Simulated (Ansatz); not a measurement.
**Nudged elastic band, with input and output: BPH$_{5}$ClO (part 1 of 2)**

The run: nudged elastic band of BPH$_{5}$ClO. Method and program: RKS revPBE/6-31G* (Ansatz 0.2.0).

It belongs to a series of runs on one base structure; here: band between the two ends.

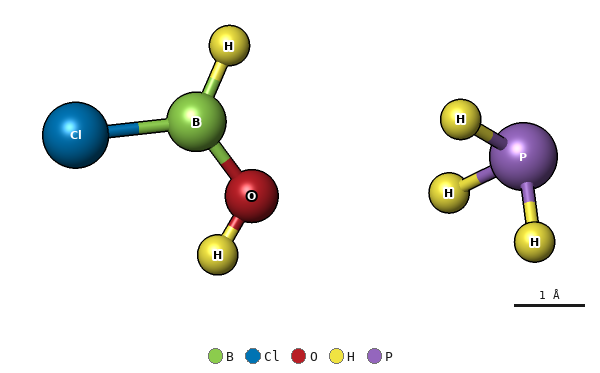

Figure 1. The starting structure (ball-and-stick view, seen at a tilt).

### The input
```yaml
crystal:
  periodic: [false, false, false]
  atoms:
    - { symbol: B, position_ang: [-0.166938, -1.108376, -0.165016] }
    - { symbol: Cl, position_ang: [0.021162, -2.814836, 0.340855] }
    - { symbol: O, position_ang: [0.909089, -0.322485, -0.438542] }
    - { symbol: H, position_ang: [1.756861, -0.801985, -0.325715] }
    - { symbol: H, position_ang: [-1.266729, -0.643307, -0.265634] }
    - { symbol: P, position_ang: [0.248313, 3.710099, 1.041313] }
    - { symbol: H, position_ang: [1.449905, 3.933676, 1.797783] }
    - { symbol: H, position_ang: [0.809401, 2.587184, 0.343742] }
    - { symbol: H, position_ang: [-0.319766, 2.87623, 2.065014] }
basis:
  gaussian: { orbitals: "6-31G*" }
hamiltonian:
  xc: revpbe
neb:
  order_check: false
  images: 7
  f_tol: 0.03
  max_iterations: 60
  final_atoms:
    - { symbol: B, position_ang: [0.30475582, 1.16058732, -0.51281076] }
    - { symbol: Cl, position_ang: [0.70200449, -1.57625819, 2.86799637] }
    - { symbol: O, position_ang: [0.31961257, -0.1334792, -0.02636297] }
    - { symbol: H, position_ang: [0.02207667, -0.776311, -0.70186144] }
    - { symbol: H, position_ang: [-0.0434795, 1.36319832, -1.65384603] }
    - { symbol: P, position_ang: [1.0230801, 2.59462393, 0.56124867] }
    - { symbol: H, position_ang: [-0.01556092, 3.54242402, 0.2882303] }
    - { symbol: H, position_ang: [0.542567, 2.19047599, 1.84924132] }
    - { symbol: H, position_ang: [0.58624178, -0.9490612, 1.72196454] }
  initial_path:
    images:
      - { positions_ang: [[-0.166938, -1.108376, -0.165016], [0.021162, -2.814836, 0.340855], [0.909089, -0.322485, -0.438542], [1.756861, -0.801985, -0.325715], [-1.266729, -0.643307, -0.265634], [0.248313, 3.710099, 1.041313], [1.449905, 3.933676, 1.797783], [0.809401, 2.587184, 0.343742], [-0.319766, 2.87623, 2.065014]] }
      - { positions_ang: [[-0.1208312, -0.83549981, -0.11985357], [0.02821998, -2.10847751, 0.81194941], [0.98875468, -0.23931298, -0.505733], [1.70596078, -0.83507376, -0.45808421], [-1.2053077, -0.49610779, -0.34022821], [0.20241993, 3.304708, 0.95243575], [1.24805112, 3.49049972, 1.84356175], [0.81716722, 2.65477383, 0.20242704], [-0.22313683, 2.48069029, 2.00732505]] }
      - { positions_ang: [[-0.0747244, -0.56262362, -0.07469115], [0.03527797, -1.40211901, 1.28304383], [1.06842036, -0.15614096, -0.572924], [1.65506056, -0.86816252, -0.59045342], [-1.14388639, -0.34890858, -0.41482242], [0.15652687, 2.89931701, 0.8635585], [1.04619724, 3.04732344, 1.88934049], [0.82493344, 2.72236367, 0.06111208], [-0.12650765, 2.08515059, 1.94963609]] }
      - { positions_ang: [[-0.0286176, -0.28974743, -0.02952872], [0.04233595, -0.69576052, 1.75413824], [1.14808605, -0.07296894, -0.640115], [1.60416034, -0.90125128, -0.72282263], [-1.08246509, -0.20170937, -0.48941663], [0.1106338, 2.49392601, 0.77468125], [0.84434336, 2.60414715, 1.93511924], [0.83269966, 2.7899535, -0.08020288], [-0.02987848, 1.68961088, 1.89194714]] }
      - { positions_ang: [[0.0174892, -0.01687124, 0.0156337], [0.04939393, 0.01059798, 2.22523265], [1.22775173, 0.01020308, -0.707306], [1.55326012, -0.93434005, -0.85519184], [-1.02104378, -0.05451016, -0.56401084], [0.06474074, 2.08853501, 0.685804], [0.64248948, 2.16097087, 1.98089799], [0.84046588, 2.85754334, -0.22151783], [0.0667507, 1.29407117, 1.83425819]] }
      - { positions_ang: [[0.08930586, 0.2774934, -0.11647741], [0.21254657, -0.38611606, 2.38592358], [1.00071694, -0.02571749, -0.53707024], [1.17046426, -0.89483278, -0.81685924], [-0.77665271, 0.29991696, -0.83646964], [0.30432558, 2.21505724, 0.65466516], [0.47797688, 2.50633416, 1.55773107], [0.76599116, 2.6907765, 0.29617196], [0.19662347, 0.73328808, 1.80618477]] }
      - { positions_ang: [[0.16112251, 0.57185804, -0.24858853], [0.37569921, -0.78283011, 2.54661451], [0.77368215, -0.06163806, -0.36683449], [0.78766839, -0.85532552, -0.77852664], [-0.53226164, 0.65434408, -1.10892843], [0.54391042, 2.34157947, 0.62352633], [0.31346428, 2.85169745, 1.13456414], [0.69151644, 2.52400967, 0.81386174], [0.32649624, 0.17250499, 1.77811136]] }
      - { positions_ang: [[0.23293917, 0.86622268, -0.38069965], [0.53885185, -1.17954415, 2.70730544], [0.54664736, -0.09755863, -0.19659873], [0.40487253, -0.81581826, -0.74019404], [-0.28787057, 1.0087712, -1.38138723], [0.78349526, 2.4681017, 0.5923875], [0.14895168, 3.19706074, 0.71139722], [0.61704172, 2.35724283, 1.33155153], [0.45636901, -0.38827811, 1.75003795]] }
      - { positions_ang: [[0.30475582, 1.16058732, -0.51281076], [0.70200449, -1.57625819, 2.86799637], [0.31961257, -0.1334792, -0.02636297], [0.02207667, -0.776311, -0.70186144], [-0.0434795, 1.36319832, -1.65384603], [1.0230801, 2.59462393, 0.56124867], [-0.01556092, 3.54242402, 0.2882303], [0.542567, 2.19047599, 1.84924132], [0.58624178, -0.9490612, 1.72196454]] }
```

Hardware: 1 thread of Arm Neoverse N1, 24 GiB of memory available, shared host.

Run as:
```bash
ansatz run input.yaml --threads 1 --pin off --max-ram 2048MiB --backend cpu --events-out ev --progress --plain --runs-dir out
```

### Output
```
Engine: ansatz 0.2.0, aarch64-unknown-linux-gnu
Functional definition: revPBE
  parameter kappa = 1.245
  parameter beta = 0.06672455060314922
  exchange = pbe_x(kappa = kappa, mu = beta*pi^2/3)
  correlation = pbe_c(beta = beta)
945 factors; their error is unknown
mean field evaluation 1: about -24607.9737 eV, gradient 4.7e1 eV
mean field evaluation 2: about -24590.3252 eV, gradient 1.0e2 eV
mean field evaluation 4: about -24612.0758 eV, gradient 3.2e0 eV
mean field evaluation 8: about -24612.0610 eV, gradient 1.9e-1 eV
mean field evaluation 16: about -24612.0610 eV, gradient 1.5e-5 eV
mean field -24612.06102284 eV, -904.4765599353 hartree, gradient 1.5e-5 eV, S^2 0.000000; 0 other end points of the search recorded, 0 dependent functions left out
the calculation of the forces begins
reference -24612.06106846 eV, -904.4765616118 hartree; 25, 25 occupied and 53, 53 virtual orbitals, 945 factors
945 factors; their error is unknown
mean field evaluation 32: about -24611.2101 eV, gradient 1.9e-5 eV
mean field -24611.21008627 eV, -904.4452885931 hartree, gradient 1.9e-5 eV, S^2 0.000000; 0 other end points of the search recorded, 0 dependent functions left out
[... from here on the field's lines of each further geometry are left out, up to the last ...]
NEB iter   1: max|band force component| = 7.965e2 eV/Å  barrier→ = 220.8147 eV  barrier← = 219.9638 eV  Δτ_max = 0.1996 Å  (238 SCF iters)
NEB iter   2: max|band force component| = 1.148e2 eV/Å  barrier→ = 45.5027 eV  barrier← = 44.6517 eV  Δτ_max = 0.2000 Å  (222 SCF iters)
NEB iter   3: max|band force component| = 1.009e2 eV/Å  barrier→ = 33.2253 eV  barrier← = 32.3743 eV  Δτ_max = 0.2000 Å  (219 SCF iters)
NEB iter   4: max|band force component| = 5.871e1 eV/Å  barrier→ = 17.6702 eV  barrier← = 16.8193 eV  Δτ_max = 0.2000 Å  (227 SCF iters)
NEB iter   5: max|band force component| = 3.390e1 eV/Å  barrier→ = 9.9177 eV  barrier← = 9.0668 eV  Δτ_max = 0.2000 Å  (237 SCF iters)
NEB iter   6: max|band force component| = 1.694e1 eV/Å  barrier→ = 5.7535 eV  barrier← = 4.9025 eV  Δτ_max = 0.2000 Å  (233 SCF iters)
NEB iter   7: max|band force component| = 8.049e0 eV/Å  barrier→ = 3.7770 eV  barrier← = 2.9261 eV  Δτ_max = 0.1983 Å  (201 SCF iters)
NEB iter   8: max|band force component| = 4.645e0 eV/Å  barrier→ = 3.0891 eV  barrier← = 2.2381 eV  Δτ_max = 0.1026 Å  (206 SCF iters)
NEB iter   9: max|band force component| = 3.627e0 eV/Å  barrier→ = 2.6816 eV  barrier← = 1.8307 eV  Δτ_max = 0.2000 Å  (196 SCF iters)
NEB iter  10: max|band force component| = 2.650e0 eV/Å  barrier→ = 1.7034 eV  barrier← = 0.8524 eV  Δτ_max = 0.2000 Å  (198 SCF iters)
NEB iter  11: max|band force component| = 2.917e0 eV/Å  barrier→ = 1.4116 eV  barrier← = 0.5606 eV  Δτ_max = 0.1001 Å  (200 SCF iters)
NEB iter  12: max|band force component| = 9.429e-1 eV/Å  barrier→ = 1.4295 eV  barrier← = 0.5786 eV  Δτ_max = 0.1994 Å  (196 SCF iters)
NEB iter  13: max|band force component| = 6.728e-1 eV/Å  barrier→ = 1.4221 eV  barrier← = 0.5712 eV  Δτ_max = 0.1963 Å  (200 SCF iters)
NEB iter  14: max|band force component| = 3.440e-1 eV/Å  barrier→ = 1.4235 eV  barrier← = 0.5726 eV  CI = image 4  Δτ_max = 0.1973 Å  (196 SCF iters)
NEB iter  15: max|band force component| = 3.477e-1 eV/Å  barrier→ = 1.5174 eV  barrier← = 0.6665 eV  CI = image 4  Δτ_max = 0.2000 Å  (191 SCF iters)
NEB iter  16: max|band force component| = 1.025e0 eV/Å  barrier→ = 1.8033 eV  barrier← = 0.9524 eV  CI = image 4  Δτ_max = 0.1009 Å  (205 SCF iters)
NEB iter  17: max|band force component| = 8.876e-1 eV/Å  barrier→ = 1.8533 eV  barrier← = 1.0024 eV  CI = image 4  Δτ_max = 0.1992 Å  (196 SCF iters)
NEB iter  18: max|band force component| = 8.199e-1 eV/Å  barrier→ = 1.8950 eV  barrier← = 1.0441 eV  CI = image 4  Δτ_max = 0.2000 Å  (194 SCF iters)
NEB iter  19: max|band force component| = 8.436e-1 eV/Å  barrier→ = 1.8246 eV  barrier← = 0.9737 eV  CI = image 4  Δτ_max = 0.2000 Å  (194 SCF iters)
NEB iter  20: max|band force component| = 9.545e-1 eV/Å  barrier→ = 1.7260 eV  barrier← = 0.8751 eV  CI = image 4  Δτ_max = 0.1998 Å  (188 SCF iters)
NEB iter  21: max|band force component| = 1.036e0 eV/Å  barrier→ = 1.6967 eV  barrier← = 0.8458 eV  CI = image 4  Δτ_max = 0.2000 Å  (190 SCF iters)
NEB iter  22: max|band force component| = 1.078e0 eV/Å  barrier→ = 1.6833 eV  barrier← = 0.8323 eV  CI = image 4  Δτ_max = 0.2000 Å  (191 SCF iters)
NEB iter  23: max|band force component| = 1.138e0 eV/Å  barrier→ = 1.6916 eV  barrier← = 0.8406 eV  CI = image 4  Δτ_max = 0.2000 Å  (192 SCF iters)
NEB iter  24: max|band force component| = 1.068e0 eV/Å  barrier→ = 2.0132 eV  barrier← = 1.1623 eV  CI = image 4  Δτ_max = 0.2000 Å  (200 SCF iters)
NEB iter  25: max|band force component| = 9.783e-1 eV/Å  barrier→ = 2.2667 eV  barrier← = 1.4157 eV  CI = image 4  Δτ_max = 0.1999 Å  (206 SCF iters)
NEB iter  26: max|band force component| = 6.273e-1 eV/Å  barrier→ = 2.2144 eV  barrier← = 1.3634 eV  CI = image 4  Δτ_max = 0.1999 Å  (192 SCF iters)
NEB iter  27: max|band force component| = 3.100e-1 eV/Å  barrier→ = 2.1569 eV  barrier← = 1.3059 eV  CI = image 4  Δτ_max = 0.1993 Å  (195 SCF iters)
NEB iter  28: max|band force component| = 4.800e-1 eV/Å  barrier→ = 2.1348 eV  barrier← = 1.2839 eV  CI = image 4  Δτ_max = 0.0999 Å  (194 SCF iters)
NEB iter  29: max|band force component| = 3.259e-1 eV/Å  barrier→ = 2.1225 eV  barrier← = 1.2716 eV  CI = image 4  Δτ_max = 0.1002 Å  (194 SCF iters)
NEB iter  30: max|band force component| = 2.206e-1 eV/Å  barrier→ = 2.1191 eV  barrier← = 1.2682 eV  CI = image 4  Δτ_max = 0.1003 Å  (199 SCF iters)
NEB iter  31: max|band force component| = 1.497e-1 eV/Å  barrier→ = 2.1184 eV  barrier← = 1.2675 eV  CI = image 4  Δτ_max = 0.1004 Å  (199 SCF iters)
NEB iter  32: max|band force component| = 1.160e-1 eV/Å  barrier→ = 2.1182 eV  barrier← = 1.2673 eV  CI = image 4  Δτ_max = 0.1008 Å  (194 SCF iters)
NEB iter  33: max|band force component| = 1.127e-1 eV/Å  barrier→ = 2.1182 eV  barrier← = 1.2672 eV  CI = image 4  Δτ_max = 0.1009 Å  (186 SCF iters)
NEB iter  34: max|band force component| = 7.544e-2 eV/Å  barrier→ = 2.1181 eV  barrier← = 1.2672 eV  CI = image 4  Δτ_max = 0.1004 Å  (183 SCF iters)
NEB iter  35: max|band force component| = 9.651e-1 eV/Å  barrier→ = 2.1181 eV  barrier← = 1.2672 eV  CI = image 4  Δτ_max = 0.0501 Å  (188 SCF iters)
NEB iter  36: max|band force component| = 3.794e-1 eV/Å  barrier→ = 2.1181 eV  barrier← = 1.2672 eV  CI = image 4  Δτ_max = 0.1004 Å  (194 SCF iters)
NEB iter  37: max|band force component| = 8.154e-1 eV/Å  barrier→ = 2.1181 eV  barrier← = 1.2672 eV  CI = image 4  Δτ_max = 0.0501 Å  (188 SCF iters)
NEB iter  38: max|band force component| = 1.385e-1 eV/Å  barrier→ = 2.1181 eV  barrier← = 1.2671 eV  CI = image 4  Δτ_max = 0.1003 Å  (190 SCF iters)
NEB iter  39: max|band force component| = 5.855e-2 eV/Å  barrier→ = 2.1181 eV  barrier← = 1.2671 eV  CI = image 4  Δτ_max = 0.2000 Å  (184 SCF iters)
NEB iter  40: max|band force component| = 9.153e-2 eV/Å  barrier→ = 2.1181 eV  barrier← = 1.2671 eV  CI = image 4  Δτ_max = 0.1008 Å  (178 SCF iters)
NEB iter  41: max|band force component| = 9.918e-2 eV/Å  barrier→ = 2.1181 eV  barrier← = 1.2671 eV  CI = image 4  Δτ_max = 0.0500 Å  (186 SCF iters)
NEB iter  42: max|band force component| = 5.938e-2 eV/Å  barrier→ = 2.1181 eV  barrier← = 1.2671 eV  CI = image 4  Δτ_max = 0.0498 Å  (178 SCF iters)
NEB iter  43: max|band force component| = 4.070e-2 eV/Å  barrier→ = 2.1181 eV  barrier← = 1.2671 eV  CI = image 4  Δτ_max = 0.0498 Å  (178 SCF iters)
```
